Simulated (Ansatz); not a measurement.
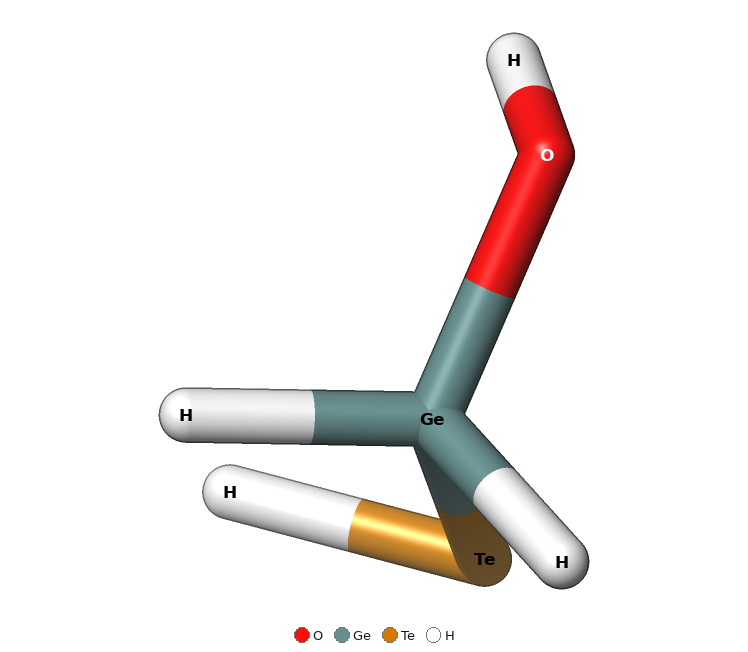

The picture shows the input geometry.

Ansatz 0.2.0 input:

```yaml
crystal:
  periodic: [false, false, false]
  atoms:
    - {symbol: O, position_ang: [-1.527993, -0.264289, -0.854017]}
    - {symbol: Ge, position_ang: [-0.156712, 0.607737, -0.129271]}
    - {symbol: Te, position_ang: [1.978236, -0.801350, -0.201425]}
    - {symbol: H, position_ang: [-1.561720, -1.182891, -0.576284]}
    - {symbol: H, position_ang: [0.004067, 1.847474, -1.013544]}
    - {symbol: H, position_ang: [-0.452586, 0.950967, 1.341116]}
    - {symbol: H, position_ang: [1.778007, -1.225547, 1.387725]}
basis:
  gaussian: {orbitals: def2-mTZVPP, fitting: {mean_field: def2-universal-jkfit}}
total_charge: 1
magnetization: {spin_polarized: true, initial_magnetization: 1}
hamiltonian: {xc: {name: BLYP}, dispersion: d3bj}
output: {forces: true}
```

Command:

```sh
ansatz run in.yaml --threads 2 --pin off --events-out ev --progress --plain --max-ram 4352MiB
```

Output:

```
Functional definition: BLYP
  name "BLYP"
  cite "Becke, Phys. Rev. A 38, 3098 (1988) doi:10.1103/PhysRevA.38.3098"
  cite "Lee, Yang & Parr, Phys. Rev. B 37, 785 (1988) doi:10.1103/PhysRevB.37.785"
  parameter beta = 0.0042
  parameter a = 0.04918
  parameter b = 0.132
  parameter c = 0.2533
  parameter d = 0.349
  exchange = b88_x(beta = beta)
  correlation = lyp_c(a = a, b = b, c = c, d = d)
633 factors; integrals over basis functions are off by at most 8.8e-1 eV
mean field evaluation 1: about -65898.4122 eV, gradient 7.3e1 eV
mean field evaluation 2: about -65648.8129 eV, gradient 1.6e2 eV
mean field evaluation 4: about -65908.8417 eV, gradient 3.2e1 eV
mean field evaluation 8: about -65916.5981 eV, gradient 8.9e-1 eV
mean field evaluation 16: about -65916.6016 eV, gradient 6.2e-4 eV
mean field evaluation 32: about -65916.4013 eV, gradient 3.0e0 eV
mean field -65916.60157931 eV, -2422.3904281624 hartree, gradient 3.1e-5 eV, S^2 0.751924; 4 other end points of the search recorded, 0 dependent functions left out
the calculation of the forces begins
reference -65916.60189818 eV, -2422.3904398805 hartree; 34, 33 occupied and 82, 83 virtual orbitals, 633 factors
Total energy: -65916.93954094 eV, -2422.4028480233 hartree
Atom 0 at    -1.527993    -0.264289    -0.854017 Å, force     0.064655     0.001153    -0.586649 eV/Å
Atom 1 at    -0.156712     0.607737    -0.129271 Å, force    -1.083104     1.868736     0.561975 eV/Å
Atom 2 at     1.978236    -0.801350    -0.201425 Å, force     1.082326    -0.674445    -0.576662 eV/Å
Atom 3 at    -1.561720    -1.182891    -0.576284 Å, force    -0.448478    -0.882845     0.201534 eV/Å
Atom 4 at     0.004067     1.847474    -1.013544 Å, force     0.247951    -0.035827    -0.130907 eV/Å
Atom 5 at    -0.452586     0.950967     1.341116 Å, force     0.146678    -0.152436     0.107215 eV/Å
Atom 6 at     1.778007    -1.225547     1.387725 Å, force    -0.010027    -0.124336     0.423492 eV/Å
Dipole moment:     0.334908    -0.245278     0.275642 e Å
```

The run converged.
